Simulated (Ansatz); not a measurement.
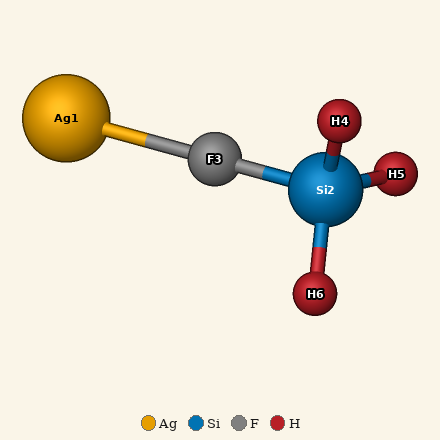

The system is AgFH₃Si, charge +1; the picture shows the reference structure. 
- The first coordinate is: separation of F3 and Ag1 along their line in the relaxed pair; the second: sideways slip of Ag1.
- Nothing is relaxed (both partners rigid).
- The scan uses an 11 × 11 grid.
- Points are written as (first, second).
- Energies: kJ/mol, counted from the ion and the molecule far apart, frozen as in the relaxed pair, each in its own basis (no counterpoise correction).
- Level of theory: RHF-MP2, frozen core/def2-TZVPD (Ansatz).

Its coordinates:

```xyz
6

Ag    0.1535    0.4140   -3.1394
Si   -0.0362   -0.0976    0.7406
F     0.0449    0.1210   -0.9171
H     0.4863    1.1507    1.3027
H     0.8099   -1.2657    0.9998
H    -1.4584   -0.3224    1.0133
```

Range: separation of F3 and Ag1 along their line in the relaxed pair from 1.885 to 3.885 Å; sideways slip of Ag1 from −1.5 to 1.5 Å.

**What landscape does the calculation give?**

The lowest grid point is at (2.256 Å, 0.0 Å), −101 kJ/mol from the ion and the molecule far apart, frozen as in the relaxed pair, each in its own basis (no counterpoise correction). The energy also falls towards the edge at (1.885 Å, 1.2 Å) (3.9 kJ/mol above the lowest) and (1.885 Å, −1.2 Å) (4.1 kJ/mol above the lowest), where a further well may lie outside the range. The highest grid point, (3.885 Å, −1.5 Å), lies 72 kJ/mol above the lowest.

| second ↓, first → | 1.885 | 1.965 | 2.095 | 2.256 | 2.440 | 2.643 | 2.863 | 3.099 | 3.348 | 3.611 | 3.885 |
| --- | --- | --- | --- | --- | --- | --- | --- | --- | --- | --- | --- |
| 1.5 | −91 | −88 | −83 | −76 | −67 | −59 | −51 | −44 | −38 | −33 | −29 |
| 1.2 | −97 | −96 | −93 | −86 | −76 | −66 | −57 | −49 | −42 | −36 | −31 |
| 0.9 | −91 | −97 | −98 | −94 | −84 | −73 | −62 | −53 | −45 | −38 | −33 |
| 0.6 | −74 | −88 | −99 | −98 | −90 | −79 | −67 | −56 | −47 | −40 | −34 |
| 0.3 | −54 | −77 | −96 | −100 | −94 | −82 | −69 | −58 | −49 | −41 | −35 |
| 0.0 | −45 | −72 | −94 | −101 | −95 | −83 | −70 | −59 | −49 | −41 | −35 |
| −0.3 | −54 | −77 | −96 | −100 | −94 | −82 | −69 | −58 | −49 | −41 | −35 |
| −0.6 | −74 | −88 | −99 | −98 | −90 | −79 | −67 | −56 | −47 | −40 | −34 |
| −0.9 | −91 | −96 | −98 | −94 | −84 | −73 | −62 | −53 | −45 | −38 | −33 |
| −1.2 | −97 | −96 | −93 | −86 | −76 | −66 | −57 | −49 | −42 | −36 | −31 |
| −1.5 | −91 | −88 | −83 | −75 | −67 | −59 | −51 | −44 | −38 | −33 | −29 |

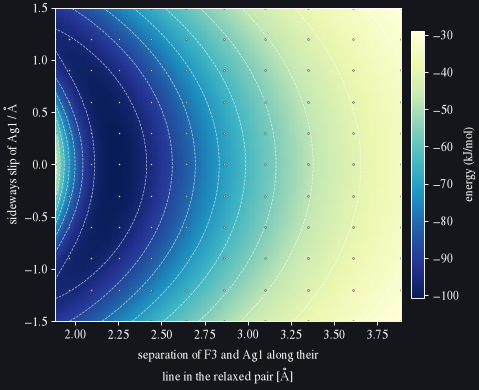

The picture shows a smooth colour map with a few white contour lines, dots at the grid points. Between grid points the surface is interpolated.

Each point was launched as `ansatz run input.yaml --threads 1 --pin off --max-ram 2560MiB --backend cpu --events-out ev --progress --plain --runs-dir out`. The whole map (121 points run) took 35 min on 1 thread of Arm Neoverse N1, with other jobs on the host.
